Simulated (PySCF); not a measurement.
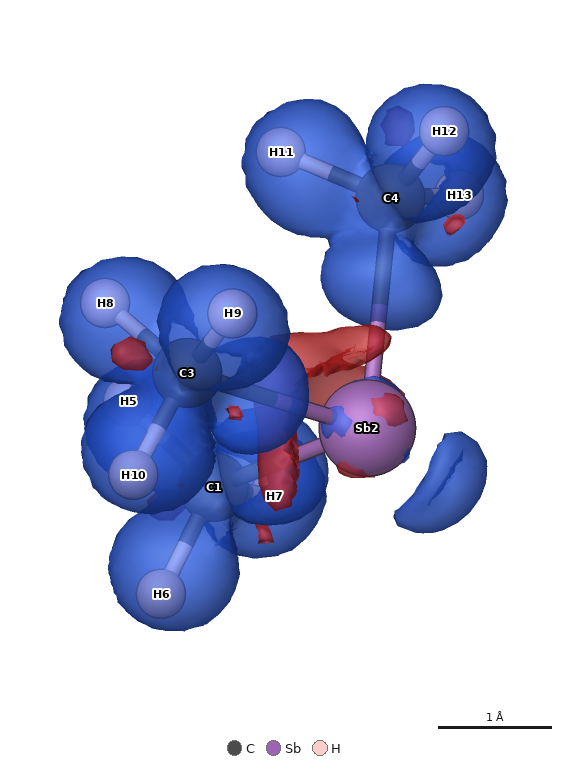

C3H9Sb, SMILES `C[Sb](C)C`. Deformation density (molecule less spherical, spin-averaged free atoms at the same positions), surfaces at ±0.07 e/Å³; blue: gain, red: loss.

Computed with PySCF, PBE/def2-TZVP, geometry: GFN2-xTB. Core potentials replace the inner electrons of Sb; spin–orbit coupling isn't included. No frequency check shows the geometry to be a minimum. GFN2-xTB bond lengths at metals and heavier atoms can be off by up to 0.1 Å and shapes distorted, which carries into these values.

Input

```python
import numpy as np
from pyscf import gto, scf, dft
from pyscf.scf import atom_ks, atom_hf
from scipy.linalg import block_diag

def solve(mol, dm0=None, hcore=None):
    mf = (dft.UKS if mol.spin else dft.RKS)(mol, xc='pbe')
    mf.grids.level = 3
    mf = mf.density_fit(auxbasis='def2-universal-jkfit')
    mf.conv_tol, mf.max_cycle = 1e-8, 80
    if hcore is not None:
        mf.get_hcore = lambda *args: hcore
    mf.kernel(dm0)
    if not mf.converged:
        mf = mf.newton().run(mf.mo_coeff, mf.mo_occ, max_cycle=30)
    assert mf.converged, 'SCF not converged'
    return mf

mol = gto.M(atom='''
C      0.79546    -1.63827     0.74569
Sb    -0.00105     0.00067    -0.43154
C      1.02444     1.50359     0.74946
C     -1.81418     0.13096     0.75136
H      0.69078    -1.41390     1.80173
H      1.84350    -1.78370     0.51384
H      0.25598    -2.55109     0.51970
H      0.88815     1.29425     1.80498
H      0.62418     2.48723     0.51783
H      2.08253     1.49608     0.51778
H     -1.56415     0.11057     1.80663
H     -2.33684     1.05265     0.52460
H     -2.46488    -0.70420     0.52249
''', basis='def2-tzvp', ecp={'Sb': 'def2-tzvp'}, charge=0, spin=0, verbose=4)
mf = solve(mol)
mf.analyze()
# spherically averaged free atoms, for the promolecule
atom_ks.AtomSphAverageRKS.init_guess_by_vsap = lambda self, mol=None: self.init_guess_by_minao(mol)  # core potentials
atm = atom_ks.get_atm_nrks(mol, xc='pbe')
pro = block_diag(*[(atm[a[0]][2] * atm[a[0]][3]) @ atm[a[0]][2].T for a in mol._atom])
np.savez('result.npz', e=mf.e_tot, c=mf.mo_coeff, occ=mf.mo_occ, eps=mf.mo_energy, pro=pro, dip=mf.dip_moment(verbose=0), s2=mf.spin_square()[0])
```

Launched as:

```sh
OMP_NUM_THREADS=1 python input.py
```

The run took 41 s on 1 thread of AMD EPYC 7R43 64-Core Processor (Zen 3), with other jobs on the host, peak memory 0.66 GiB.

Partitions, critical points and surface values were worked out afterwards from this run's density.

Describe the bonding that the map shows.

C3–H10, C1–H6, C4–H13, C4–H12 and C1–H7: +0.66 e/Å³ at the bond critical point (bond length 1.08 Å, Mayer order 1.0). C3–H8, C1–H5 and C4–H11: +0.66 e/Å³ at the bond critical point (bond length 1.08 Å, Mayer order 0.9). C3–H9: +0.66 e/Å³ at the bond critical point (bond length 1.09 Å, Mayer order 1.0). Sb2–C4, Sb2–C3 and C1–Sb2: +0.14 e/Å³ at the bond critical point (bond length 2.17 Å, Mayer order 0.9). In all, 2.6 electrons gather in the regions of gain relative to the promolecule. A small or negative value marks a very polar bond, one between electron-rich atoms, whose free-atom densities already overlap strongly, a long bond to a heavier atom, or a closed-shell contact such as a hydrogen bond.
